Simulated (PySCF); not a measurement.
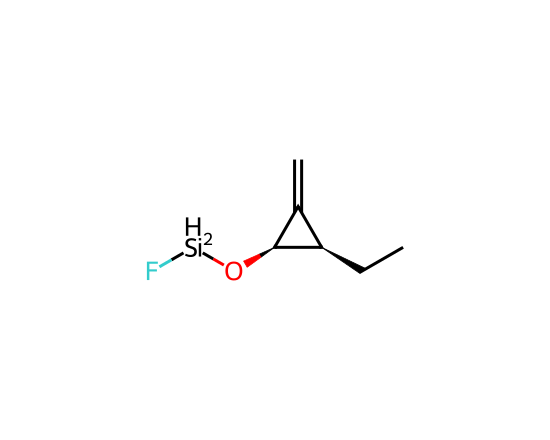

Computed geometry: GFN2-xTB optimisation. No frequency run is at hand to confirm it as a minimum. Level of theory: PBE0/pcSseg-1, gas phase (PySCF 2.14.0).

> Give the HOMO energy (Kohn–Sham orbital) at this level.

−7.67 eV.

> Give the HOMO–LUMO gap at this level.

7.31 eV.

> What is the dipole moment?

2.05 D.

The geometry is semi-empirical. Around Si such bond lengths and angles can be off by a tenth of an ångström or more and by several degrees, and values that hang on the shape move with them.
